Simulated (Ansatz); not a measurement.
# Dielectric response of BaHfO3 (001), BaO faces films

Aim: the electronic and static ε of perovskite BaHfO3 (001), BaO faces from films of several thicknesses in a field.

Program: Ansatz 0.2.0. Level of theory: plane-wave DFT, PBE, Ansatz PAW, in the first sound run; inputs show where later runs differ. Results are calculated unless marked as measured.

### 1. Starting point

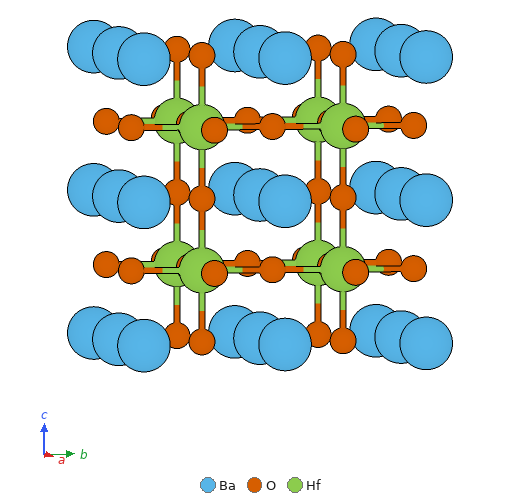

The cell as given, from the side, with the c axis up (barium blue, oxygen orange, hafnium green). 2×2×1 cells are drawn. Some periodic images of atoms are drawn too.

The cell holds 12 atoms: 3 Ba, 7 O and 2 Hf. Its edges and angles: a = 4.170 Å, b = 4.170 Å, c = 26.340 Å, α = 90.0°, β = 90.0°, γ = 90.0°. It derives from BaHfO3 (perovskite BaHfO3). Vacuum lies along c.

### 2. Relaxation, 12 atoms, units 2

The structure is relaxed first, because levels and dipoles at a surface follow the positions of the outer atoms.

Contents of input.yaml:

```yaml
crystal:
  lattice:
    - [4.17, 0.0, 0.0]
    - [0.0, 4.17, 0.0]
    - [0.0, 0.0, 26.34]
  atoms:
    - { symbol: Ba, position: [0.0, 0.0, 0.3416856492] }
    - { symbol: O, position: [0.5, 0.5, 0.3416856492] }
    - { symbol: Hf, position: [0.5, 0.5, 0.4208428246] }
    - { symbol: O, position: [0.0, 0.5, 0.4208428246] }
    - { symbol: O, position: [0.5, 0.0, 0.4208428246] }
    - { symbol: Ba, position: [0.0, 0.0, 0.5] }
    - { symbol: O, position: [0.5, 0.5, 0.5] }
    - { symbol: Hf, position: [0.5, 0.5, 0.5791571754] }
    - { symbol: O, position: [0.0, 0.5, 0.5791571754] }
    - { symbol: O, position: [0.5, 0.0, 0.5791571754] }
    - { symbol: Ba, position: [0.0, 0.0, 0.6583143508] }
    - { symbol: O, position: [0.5, 0.5, 0.6583143508] }
kpoints:
  mp_grid: { grid: [6, 6, 1] }
hamiltonian:
  xc: pbe
scf:
  occupations: { method: fixed }
  convergence: { dr2_threshold: 1.0e-09 }
efield:
  axis: 3
  dipole_correction: true
  ramp_position: 0.97
  ramp_width: 0.06
relax:
  f_tol: 0.003
  max_steps: 100
output:
  eigenvalues: true
  write_potential: true
  write_density: true
  volumetric_format: npy
```

On the command line:

```sh
> ansatz run input.yaml --threads 4 --pin off --max-ram 8192MiB --backend cpu --events-out ev --progress --plain --runs-dir out
```

Numbers of over 12 decimals in the logs are rounded to 6 here.

The program printed:

```text
Engine: ansatz 0.2.0, aarch64-unknown-linux-gnu
Pseudopotentials: kind: paw
Pseudopotential: Ba, paw, valence charge 10, recommended cutoff 420 eV (normal), Ba.paw.azcp
Pseudopotential: O, paw, valence charge 6, recommended cutoff 420 eV (normal), O.paw.azcp
Pseudopotential: Hf, paw, valence charge 26, recommended cutoff 420 eV (normal), Hf.paw.azcp
Functional definition: PBE
  parameter kappa = 0.804
  parameter beta = 0.066725
  exchange = pbe_x(kappa = kappa, mu = beta*pi^2/3)
  correlation = pbe_c(beta = beta)
Crystal: 12 atoms, lattice volume = 458.024 Å³
Basis set: ecut = 420 eV, 8857 PW (Γ), exchange–correlation on 60×60×360 points (8 copies of the dense FFT grid, shifted against one another)
Bands: 75, of which v1, the nominal top of the filled ones, is band 62 counted from 1 (61 counted from 0)
Symmetry: 8 space group operations
k-points: 10 of 36
Non-local potential: Ba, projectors of the file, l = 0: 3, l = 1: 2, l = 2: 2, l = 3: 2
Non-local potential: O, projectors of the file, l = 0: 2, l = 1: 2, l = 2: 1
Non-local potential: Hf, projectors of the file, l = 0: 3, l = 1: 2, l = 2: 2, l = 3: 3
PAW form: soft (Blöchl's): semilocal exchange-correlation on the pseudo side does not see the compensation charge
PAW one-centre angular grid: Ba, 194 points (default); XC on 64 Gauss nodes
PAW one-centre angular grid: O, 110 points (default); XC on 64 Gauss nodes
PAW one-centre angular grid: Hf, 590 points (default); XC on 64 Gauss nodes
Initial density: superposition of atomic densities (neutral atoms: chi_scale 0, normalization atom), corrected by the library's trained network
Initial wavefunctions: pseudopotential atomic-orbital guess
Functional: x = pbe(κ = 0.804, μ = 0.219515), c = pbe(β = 0.066725)
SCF iter   1: F=—  HF=-53283.409096 eV  |F-HF|=—  |Δ(HF+E_count)|=         —  Δρ=1.01e-3  dr2=1.30e-2  ethr=1.77e-3  p=0.000 e·Å  D=5.22e-14 V/Å  ΔV_dip=-0.00 eV  dr2_dipole=6.66e-9  V_vac-E_F(+/−)=3.71/3.71 eV  ⟨swp⟩=5.2  Hψ=2786  notcnv=0  defer=101
efield: sawtooth ramp at fractional position 0.9700 (set: `efield.ramp_position`, or a place that a band, a saddle search or an elastic batch's reference lends), width 0.0600; the density the first Hamiltonian is built on has a dipole p = 0.000 e·Å; the dipole correction subtracts the counter field D = 5.22e-14 V/Å, which shifts the + side's vacuum level by -0.00 eV against the − side's; the planar-averaged density in the ramp window peaks in size at 1.4e-5 e/Å³
preconditioner: auto → Resta (q_TF=auto, 2.194 Å⁻¹)  ε∞=2.5  [insulator: Δε(μ)=2.420 eV  Ē_g=15.532 eV  n_scr=90 (ndim 8)  ℏωp=19.0 eV  f_vac=0.566  ε∞_Penn≈2.5  vacuum switching on, ρ_ref=1.7e-2 e/Å³]
SCF iter   2: F=—  HF=-53283.412736 eV  |F-HF|=—  |Δ(HF+E_count)|=   3.64e-3  Δρ=7.53e-4  dr2=2.51e-3  ethr=1.05e-5  p=0.000 e·Å  D=1.32e-5 V/Å  ΔV_dip=-0.00 eV  dr2_dipole=4.38e-9  V_vac-E_F(+/−)=3.47/3.47 eV  ⟨swp⟩=3.8  Hψ=1578  notcnv=0  defer=110
density mixer auto → msr1: gapped (density of states about μ 0.04 of a free-electron gas's, 90 screened modes)
SCF iter   3: F=—  HF=-53283.413934 eV  |F-HF|=—  |Δ(HF+E_count)|=   1.20e-3  Δρ=3.40e-4  dr2=7.27e-4  ethr=2.03e-6  p=0.000 e·Å  D=8.17e-7 V/Å  ΔV_dip=-0.00 eV  dr2_dipole=9.46e-12  V_vac-E_F(+/−)=3.41/3.41 eV  ⟨swp⟩=3.1  Hψ=1236  notcnv=0  defer=110
SCF iter   4: F=—  HF=-53283.414349 eV  |F-HF|=—  |Δ(HF+E_count)|=   4.15e-4  Δρ=1.42e-4  dr2=1.11e-4  ethr=5.86e-7  p=-0.000 e·Å  D=-2.70e-6 V/Å  ΔV_dip=0.00 eV  dr2_dipole=2.75e-10  V_vac-E_F(+/−)=3.34/3.34 eV  ⟨swp⟩=3.1  Hψ=1201  notcnv=0  defer=110
SCF iter   5: F=—  HF=-53283.414387 eV  |F-HF|=—  |Δ(HF+E_count)|=   3.84e-5  Δρ=6.71e-5  dr2=1.82e-5  ethr=8.99e-8  p=-0.000 e·Å  D=-2.72e-7 V/Å  ΔV_dip=0.00 eV  dr2_dipole=7.84e-14  V_vac-E_F(+/−)=3.32/3.32 eV  ⟨swp⟩=2.9  Hψ=1343  notcnv=0  defer=110
SCF iter   6: F=—  HF=-53283.414383 eV  |F-HF|=—  |Δ(HF+E_count)|=   4.37e-6  Δρ=1.97e-5  dr2=1.53e-6  ethr=1.47e-8  p=-0.000 e·Å  D=-2.08e-7 V/Å  ΔV_dip=0.00 eV  dr2_dipole=3.61e-13  V_vac-E_F(+/−)=3.31/3.31 eV  ⟨swp⟩=2.0  Hψ=1167  notcnv=0  defer=104
SCF iter   7: F=—  HF=-53283.414657 eV  |F-HF|=—  |Δ(HF+E_count)|=   2.74e-4  Δρ=8.58e-6  dr2=3.00e-7  ethr=1.24e-9  p=-0.000 e·Å  D=-2.97e-7 V/Å  ΔV_dip=0.00 eV  dr2_dipole=2.10e-12  V_vac-E_F(+/−)=3.31/3.31 eV  ⟨swp⟩=2.1  Hψ=1323  notcnv=0  defer=93
SCF iter   8: F=—  HF=-53283.414657 eV  |F-HF|=—  |Δ(HF+E_count)|=   4.36e-7  Δρ=2.38e-6  dr2=3.21e-8  ethr=2.42e-10  p=-0.000 e·Å  D=-5.20e-9 V/Å  ΔV_dip=0.00 eV  dr2_dipole=2.38e-15  V_vac-E_F(+/−)=3.31/3.31 eV  ⟨swp⟩=2.1  Hψ=1308  notcnv=0  defer=96
SCF iter   9: F=—  HF=-53283.414657 eV  |F-HF|=—  |Δ(HF+E_count)|=   7.95e-8  Δρ=1.25e-6  dr2=7.15e-9  ethr=2.59e-11  p=0.000 e·Å  D=7.92e-8 V/Å  ΔV_dip=-0.00 eV  dr2_dipole=2.22e-13  V_vac-E_F(+/−)=3.31/3.31 eV  ⟨swp⟩=2.1  Hψ=1252  notcnv=0  defer=98
iter 10 did not close the SCF: its close was put off until two iterations running show no level that it waits for move by more than its bar (scf_convergence_deferred on its scf_iter line)
SCF iter  10: F=-53283.414657 eV  HF=-53283.414657 eV  |F-HF|=3.64e-11  |Δ(HF+E_count)|=  6.26e-10  Δρ=3.54e-7  dr2=4.93e-10  ethr=1.00e-12  p=-0.000 e·Å  D=-7.45e-9 V/Å  ΔV_dip=0.00 eV  dr2_dipole=6.67e-15  V_vac-E_F(+/−)=3.31/3.31 eV  ⟨swp⟩=20.1  Hψ=7290  notcnv=0
iter 11 did not close the SCF: its close was put off until two iterations running show no level that it waits for move by more than its bar (scf_convergence_deferred on its scf_iter line)
SCF iter  11: F=-53283.414657 eV  HF=-53283.414657 eV  |F-HF|=2.47e-10  |Δ(HF+E_count)|=  1.24e-10  Δρ=1.35e-7  dr2=6.39e-11  ethr=1.00e-12  p=-0.000 e·Å  D=-5.31e-10 V/Å  ΔV_dip=0.00 eV  dr2_dipole=8.28e-18  V_vac-E_F(+/−)=3.31/3.31 eV  ⟨swp⟩=6.1  Hψ=4729  notcnv=0
SCF iter  12: F=-53283.414657 eV  HF=-53283.414657 eV  |F-HF|=2.04e-10  |Δ(HF+E_count)|=  3.27e-10  Δρ=4.22e-8  dr2=7.93e-12  ethr=1.00e-12  p=0.000 e·Å  D=4.36e-9 V/Å  ΔV_dip=-0.00 eV  dr2_dipole=3.44e-17  V_vac-E_F(+/−)=3.31/3.31 eV  ⟨swp⟩=6.7  Hψ=4060  notcnv=0
SCF 1 converged in 12 iterations: F = -53283.414657 eV  dr2 = 7.93e-12
  greatest PAW one-centre occupation: 0.999 electrons in one spin orbital (limit 2), on the Hf atom at site 7 (counted from 0), in its partial waves of l = 0
relax step   1: F+E_penalty+E_count = -53283.41465711 eV  Δ(F+E_penalty+E_count) = +0.000e0 eV  max|allowed force component| = 9.085e-1 eV/Å  Δτ_max = 0.0000 Å  (12 SCF iters, accepted)
Initial density: handed on by an earlier stage of this run
Initial wavefunctions: those handed on with the density
[...]
SCF 3 converged in 10 iterations: F = -53283.539875 eV  dr2 = 8.56e-10
relax step   3: F+E_penalty+E_count = -53283.53987491 eV  Δ(F+E_penalty+E_count) = -1.252e-1 eV  max|allowed force component| = 4.177e-1 eV/Å  Δτ_max = 0.0855 Å  (10 SCF iters, accepted)
[...]
relax step   4: F+E_penalty+E_count = -53283.54831527 eV  Δ(F+E_penalty+E_count) = -8.440e-3 eV  max|allowed force component| = 4.064e-2 eV/Å  Δτ_max = 0.0212 Å  (9 SCF iters, accepted)
[...]
relax step   5: F+E_penalty+E_count = -53283.54889603 eV  Δ(F+E_penalty+E_count) = -5.808e-4 eV  max|allowed force component| = 1.255e-2 eV/Å  Δτ_max = 0.0062 Å  (8 SCF iters, accepted)
SCF iter   1: F=—  HF=-53283.548777 eV  |F-HF|=—  |Δ(HF+E_count)|=         —  Δρ=1.78e-4  dr2=3.25e-4  ethr=3.22e-6  p=-0.000 e·Å  D=-1.23e-8 V/Å  ΔV_dip=0.00 eV  dr2_dipole=2.52e-13  V_vac-E_F(+/−)=3.78/3.78 eV  ⟨swp⟩=2.9  Hψ=1198  notcnv=0  defer=110
efield: sawtooth ramp at fractional position 0.9700 (set: `efield.ramp_position`, or a place that a band, a saddle search or an elastic batch's reference lends), width 0.0600; the density the first Hamiltonian is built on has a dipole p = -0.000 e·Å; the dipole correction subtracts the counter field D = -1.23e-8 V/Å, which shifts the + side's vacuum level by +0.00 eV against the − side's; the planar-averaged density in the ramp window peaks in size at 3.5e-6 e/Å³
preconditioner: auto → Resta (q_TF=auto, 2.194 Å⁻¹)  ε∞=2.5  [insulator: Δε(μ)=2.868 eV  Ē_g=15.707 eV  n_scr=90 (ndim 8)  ℏωp=19.0 eV  f_vac=0.568  ε∞_Penn≈2.5  vacuum switching on, ρ_ref=1.8e-2 e/Å³]
SCF iter   2: F=—  HF=-53283.548704 eV  |F-HF|=—  |Δ(HF+E_count)|=   7.36e-5  Δρ=8.43e-5  dr2=3.69e-5  ethr=2.62e-7  p=0.000 e·Å  D=8.22e-8 V/Å  ΔV_dip=-0.00 eV  dr2_dipole=3.56e-13  V_vac-E_F(+/−)=3.79/3.79 eV  ⟨swp⟩=2.0  Hψ=1077  notcnv=0  defer=108  κ⁻¹=1.0e0(r=1)
density mixer auto → broyden: gapped, where msr1 would fit the directions that read negative (density of states about μ 0.02 of a free-electron gas's, 90 screened modes)
SCF iter   3: F=—  HF=-53283.548700 eV  |F-HF|=—  |Δ(HF+E_count)|=   3.29e-6  Δρ=5.56e-5  dr2=1.31e-5  ethr=2.98e-8  p=-0.000 e·Å  D=-3.39e-8 V/Å  ΔV_dip=0.00 eV  dr2_dipole=1.37e-13  V_vac-E_F(+/−)=3.78/3.78 eV  ⟨swp⟩=2.0  Hψ=1153  notcnv=0  defer=68  κ⁻¹=1.4e-1(r=2)
SCF iter   4: F=—  HF=-53283.548693 eV  |F-HF|=—  |Δ(HF+E_count)|=   7.03e-6  Δρ=1.88e-5  dr2=1.38e-6  ethr=1.05e-8  p=0.000 e·Å  D=1.19e-8 V/Å  ΔV_dip=-0.00 eV  dr2_dipole=2.13e-20  V_vac-E_F(+/−)=3.78/3.78 eV  ⟨swp⟩=2.1  Hψ=1146  notcnv=0  defer=68  κ⁻¹=1.0e-2(r=3)
SCF iter   5: F=—  HF=-53283.548966 eV  |F-HF|=—  |Δ(HF+E_count)|=   2.73e-4  Δρ=7.04e-6  dr2=1.35e-7  ethr=1.11e-9  p=0.000 e·Å  D=2.02e-8 V/Å  ΔV_dip=-0.00 eV  dr2_dipole=7.66e-15  V_vac-E_F(+/−)=3.78/3.78 eV  ⟨swp⟩=2.0  Hψ=1192  notcnv=0  defer=68  κ⁻¹=1.0e-3(r=4)
SCF iter   6: F=—  HF=-53283.548966 eV  |F-HF|=—  |Δ(HF+E_count)|=   2.96e-8  Δρ=2.94e-6  dr2=2.49e-8  ethr=1.09e-10  p=0.000 e·Å  D=3.04e-9 V/Å  ΔV_dip=-0.00 eV  dr2_dipole=1.23e-15  V_vac-E_F(+/−)=3.78/3.78 eV  ⟨swp⟩=2.0  Hψ=1273  notcnv=0  defer=68  κ⁻¹=2.8e-4(r=5)
SCF iter   7: F=—  HF=-53283.548966 eV  |F-HF|=—  |Δ(HF+E_count)|=   6.46e-9  Δρ=6.83e-7  dr2=1.12e-9  ethr=2.01e-11  p=0.000 e·Å  D=4.92e-9 V/Å  ΔV_dip=-0.00 eV  dr2_dipole=3.28e-15  V_vac-E_F(+/−)=3.78/3.78 eV  ⟨swp⟩=2.0  Hψ=1181  notcnv=0  defer=68  κ⁻¹=8.2e-6(r=6)
SCF iter   8: F=-53283.548966 eV  HF=-53283.548966 eV  |F-HF|=1.16e-10  |Δ(HF+E_count)|=  7.71e-10  Δρ=3.37e-7  dr2=2.45e-10  ethr=1.00e-12  p=0.000 e·Å  D=1.64e-8 V/Å  ΔV_dip=-0.00 eV  dr2_dipole=1.62e-17  V_vac-E_F(+/−)=3.78/3.78 eV  ⟨swp⟩=14.1  Hψ=5454  notcnv=0
SCF 6 converged in 8 iterations: F = -53283.548966 eV  dr2 = 2.45e-10
relax step   6: F+E_penalty+E_count = -53283.54896601 eV  Δ(F+E_penalty+E_count) = -6.998e-5 eV  max|allowed force component| = 2.198e-3 eV/Å  Δτ_max = 0.0029 Å  (8 SCF iters, accepted)
WARN: The output density's exchange-correlation potential varies sharply where the density is thin. Do not read a vacuum level from v_tot or v_xc, or from such a field of the output density. On a cell that repeats whose density bears no net charge and no dipole along the vacuum's axis use v_es (v_loc + v_h of the components); under efield.dipole_correction with no amplitude use v_es + v_field, which holds any externa [...]
SCF converged after 8 iterations
Stability not checked: this state was not tested for a lower state beside it, because the mixer in use, unlike msr1, does not test its closes by its own steps (another_mixer; see scf.mixing.algorithm and scf.lower_state_search)
Free energy (F): -53283.548966 eV
Harris-Foulkes:  -53283.548966 eV  (|F-HF|=1.16e-10)
Internal energy: -53283.548966 eV  (E = F + TS)
E sigma→0 (E₀):  -53283.548966 eV
Fermi energy:    2.258646 eV
Dipole field:    D = 0.000000 V/Å  (p = 0.000000 e·Å, saw-weighted, corrected)
Work function:   Φ+ = 3.7813 eV   Φ− = 3.7814 eV
Levels:          The Fermi level and band energies are counted from a zero that moves with the ramp; work functions are not
--- Per-component energies (eV) ---
  E_band       = -1212.342399
  E_kinetic    = 2576.211247
  E_local      = -161392.040249  (includes V_loc(G=0)·N_el)
  E_nonlocal   = -1979.160612
  E_hartree    = 79349.361740
  E_xc         = -1626.901028
  E_vxc        = -1606.144682  (∫ρ·V_xc dr)
  E_paw        = -30638.620045  (= ΣΔE_a)
  E_vpaw       = 2490.051778  (= ΣTr[D̂ρ^β])
  E_aug_tail   = 0.017142  (compensation charges beyond the density's cutoff)
  E_efield     = 0.000000  (sawtooth field / dipole correction)
  E_vefield    = -0.000000  (∫n·V_field dr)
  E_ewald      = 60427.582838
  E_smearing   = -0.000000  (= −TS)
  E_closure    = 0.000000  (closes the sum)
  Σ components = -53283.548966   (vs F -53283.548966, Δ=0.00e0)
--- Forces (eV/Å), atoms counted from 1 ---
  atom   1  Ba     0.00000000     0.00000000    -0.00007958
  atom   2  O     -0.00000000     0.00000000    -0.00037711
  atom   3  Hf     0.00000000     0.00000000    -0.00219825
  atom   4  O      0.00000000     0.00000000     0.00044931
  atom   5  O      0.00000000     0.00000000     0.00044931
  atom   6  Ba     0.00000000     0.00000000    -0.00000026
  atom   7  O      0.00000000     0.00000000     0.00000040
  atom   8  Hf    -0.00000000     0.00000000     0.00219786
  atom   9  O     -0.00000000     0.00000000    -0.00044926
  atom  10  O     -0.00000000     0.00000000    -0.00044926
  atom  11  Ba    -0.00000000     0.00000000     0.00007940
  atom  12  O      0.00000000     0.00000000     0.00037738
  max |Σ_I F_I| component: 7.27e-8 eV/Å
--- Band table (eV; the first three rows and the last of 10) ---
  k-point 0: bands = [... 58 lower, 1.9031, 2.1386, 2.1740, 2.1740, 5.1357, 5.2191, 5.8551, 6.0220, ... 9 higher]
  k-point 1: bands = [... 58 lower, 1.7649, 1.8599, 2.0665, 2.2586, 5.3684, 5.4261, 6.4620, 6.4736, ... 9 higher]
  k-point 2: bands = [... 58 lower, 1.8114, 1.8828, 2.1217, 2.2133, 5.9900, 6.0217, 6.8824, 7.1464, ... 9 higher]
  k-point 9: bands = [... 58 lower, 2.1177, 2.1177, 2.2316, 2.2316, 7.2065, 7.2065, 7.3219, 7.3219, ... 9 higher]
--- Relaxed structure (6 steps of the walk, 5 accepted, 0 SCFs on fresh bases) ---
  F+E_penalty+E_count = -53283.54896601 eV   max|allowed force component| = 2.198e-3 eV/Å
  atoms:
    - { symbol: Ba, position: [0, 0.0, 0.344328] }
    - { symbol: O, position: [0.5, 0.5, 0.339938] }
    - { symbol: Hf, position: [0.5, 0.5, 0.418164] }
    - { symbol: O, position: [0, 0.5, 0.419004] }
    - { symbol: O, position: [0.5, 0.0, 0.419004] }
    - { symbol: Ba, position: [0, 0.0, 0.500000] }
    - { symbol: O, position: [0.5, 0.5, 0.500000] }
    - { symbol: Hf, position: [0.5, 0.5, 0.581836] }
    - { symbol: O, position: [0, 0.5, 0.580996] }
    - { symbol: O, position: [0.5, 0.0, 0.580996] }
    - { symbol: Ba, position: [0, 0.0, 0.655672] }
    - { symbol: O, position: [0.5, 0.5, 0.660062] }
```

It took 61 s on 4 threads of Arm Neoverse V2, shared host; peak memory 1.2 GiB.

The steps of the relaxation:

| step | energy less that of the first step (eV) | largest force component (eV/Å) |
| --- | --- | --- |
| 1 | 0.0000 | 0.9085 |
| 2 | 0.0253 | 1.0544 |
| 3 | -0.1252 | 0.4177 |
| 4 | -0.1337 | 0.0406 |
| 5 | -0.1342 | 0.0126 |
| 6 | -0.1343 | 0.0022 |

Relaxation step 2 was tried and not accepted.

The run keeps the 8 symmetry operations that it works with, so distortions that break them were not tested.

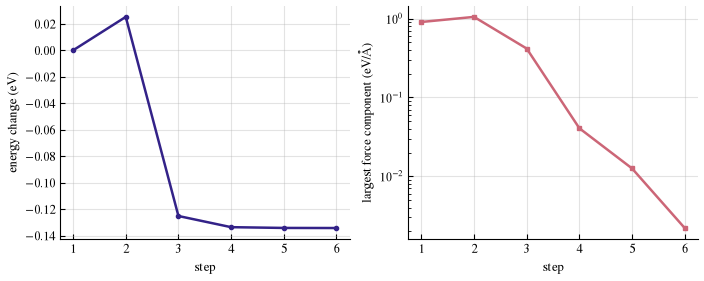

Energy and largest force along the relaxation.

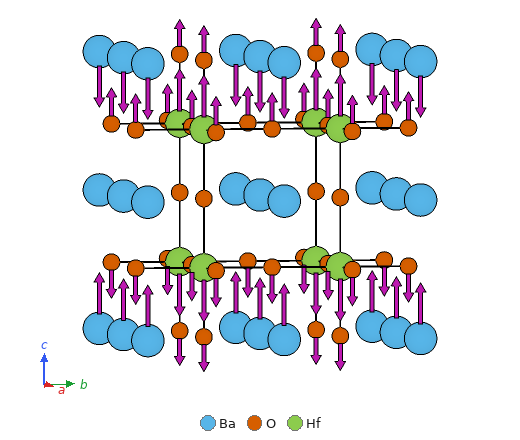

Displacements in the relaxation, exaggerated; the longest in the cell stands for 0.07 Å. 2×2×1 cells are drawn. Some periodic images of atoms are drawn too.

The atoms that moved most (Å):

| atom | dx | dy | dz | length |
| --- | --- | --- | --- | --- |
| Hf3 | 0.000 | 0.000 | -0.071 | 0.071 |
| Hf8 | 0.000 | 0.000 | 0.071 | 0.071 |
| Ba1 | 0.000 | 0.000 | 0.070 | 0.070 |
| Ba11 | 0.000 | 0.000 | -0.070 | 0.070 |
| O5 | 0.000 | 0.000 | -0.048 | 0.048 |
| O4 | 0.000 | 0.000 | -0.048 | 0.048 |
| O9 | 0.000 | 0.000 | 0.048 | 0.048 |
| O10 | 0.000 | 0.000 | 0.048 | 0.048 |

The relaxed structure:

```cif
data_structure
_symmetry_space_group_name_H-M 'P 1'
_symmetry_Int_Tables_number 1
_cell_length_a 4.1700
_cell_length_b 4.1700
_cell_length_c 26.3400
_cell_angle_alpha 90.000
_cell_angle_beta 90.000
_cell_angle_gamma 90.000
_cell_volume 458.02
loop_
_atom_site_label
_atom_site_type_symbol
_atom_site_fract_x
_atom_site_fract_y
_atom_site_fract_z
_atom_site_occupancy
Ba1 Ba 0.00000 0.00000 0.34433 1
O2 O 0.50000 0.50000 0.33994 1
Hf3 Hf 0.50000 0.50000 0.41816 1
O4 O 0.00000 0.50000 0.41900 1
O5 O 0.50000 0.00000 0.41900 1
Ba6 Ba 0.00000 0.00000 0.50000 1
O7 O 0.50000 0.50000 0.50000 1
Hf8 Hf 0.50000 0.50000 0.58184 1
O9 O 0.00000 0.50000 0.58100 1
O10 O 0.50000 0.00000 0.58100 1
Ba11 Ba 0.00000 0.00000 0.65567 1
O12 O 0.50000 0.50000 0.66006 1
```

This step gave:

```yaml
gap_on_the_k_mesh: 2.877 eV
dipole_along_the_normal: 5.05e-8 e·Å
ionisation_energy_upper_face: 3.781 eV
electron_affinity_upper_face: 0.9043 eV
```

Running mean over 4.17 Å of the planar mean; the ramp of the sawtooth is left out. Electron's electrostatic potential energy less the highest filled level against z:

| z (Å) | electron's electrostatic potential energy less the highest filled level (eV) |
| --- | --- |
| 4 | 3.78 |
| 6 | 3.58 |
| 8 | -0.382 |
| 10 | -4.51 |
| 12 | -4.51 |
| 14 | -4.38 |
| 16 | -4.61 |
| 18 | -0.829 |
| 20 | 3.21 |
| 22 | 3.78 |

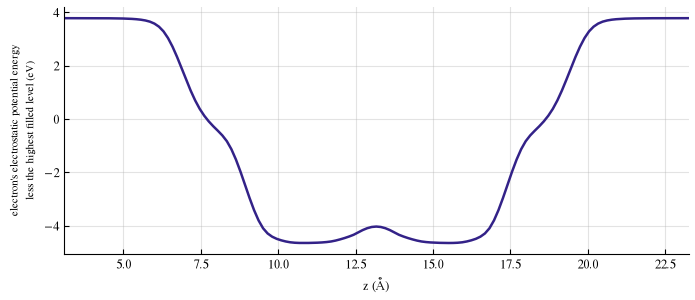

Electron's electrostatic potential energy less the highest filled level against z.

The relaxation took 6 steps and lowered the energy by 0.13 eV; the largest force on the free atoms ends at 0.0022 eV/Å.

The gap is 2.88 eV, with the valence edge 3.78 eV and the conduction edge 0.90 eV under the upper vacuum level.

(Part 1 of 5 ends here.)

[Logs are printed without paths, hosts, clocks, repeated set-up lines and the standing remarks that a program may print on its own settings, such as how far it seeks lower states.]

[Hosts, paths, dates, database ids (printed as entryN), source tags and the programs' standing remarks are cut or masked in the printed files.]

[Maps of the electrostatic potential energy from Ansatz leave out the sawtooth potential of an applied field or a dipole correction, so their vacuum need not be flat; planar profiles and work functions include it.]
